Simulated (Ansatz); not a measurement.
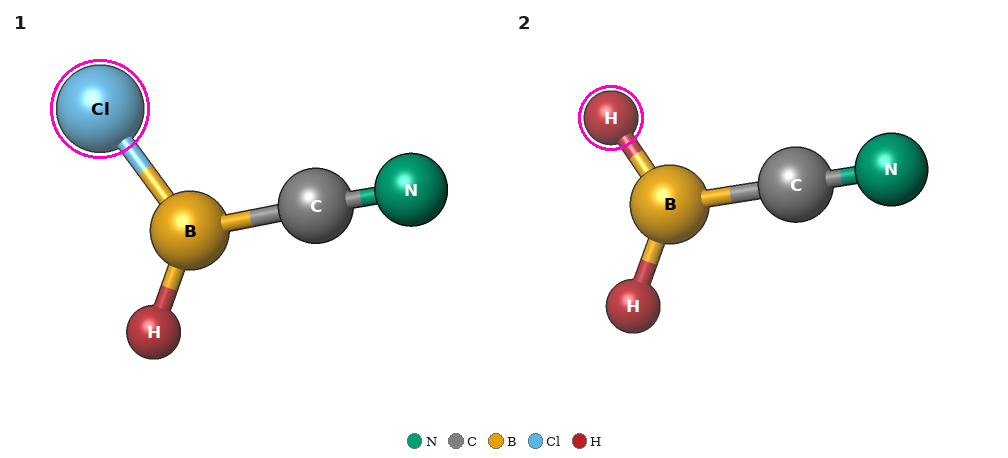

2 molecules with one skeleton, seen from the same side and at one scale; the atom that differs is circled. Charge 0, singlet. Computed geometries: PBE0-D4/def2-TZVP optimisations, one conformation each. Properties computed with Ansatz 0.2.0.

One atom differs, called X below: Cl in panel 1, H in panel 2. Their formulas are CHBClN (`N#CBCl`), CH2BN (`BC#N`).

Question: In which is the length of X–B larger (PBE0-D4/def2-TZVP)?

Answer: In panel 1 (X = Cl).

Question: In which is the dipole moment larger (r2SCAN-D4/def2-TZVPP)?

Answer: In panel 2 (X = H).

Give the values. With PBE0-D4/def2-TZVP: length of X–B (Å), angle X–B–H (°). With r2SCAN-D4/def2-TZVPP: dipole moment (D), HOMO energy (Kohn–Sham orbital) (eV), HOMO–LUMO gap (eV), vertical ionisation energy (eV).

| quantity | 1 (Cl) | 2 (H) | 2 − 1 |
| --- | --- | --- | --- |
| length of X–B (Å) | 1.723 | 1.189 | −0.534 |
| angle X–B–H (°) | 120.1 | 122.2 | +2.1 |
| dipole moment (D) | 2.57 | 2.70 | +0.13 |
| HOMO energy (Kohn–Sham orbital) (eV) | −8.57 | −8.67 | −0.10 |
| HOMO–LUMO gap (eV) | 4.67 | 4.61 | −0.06 |
| vertical ionisation energy (eV) | 11.83 | 12.15 | +0.32 |
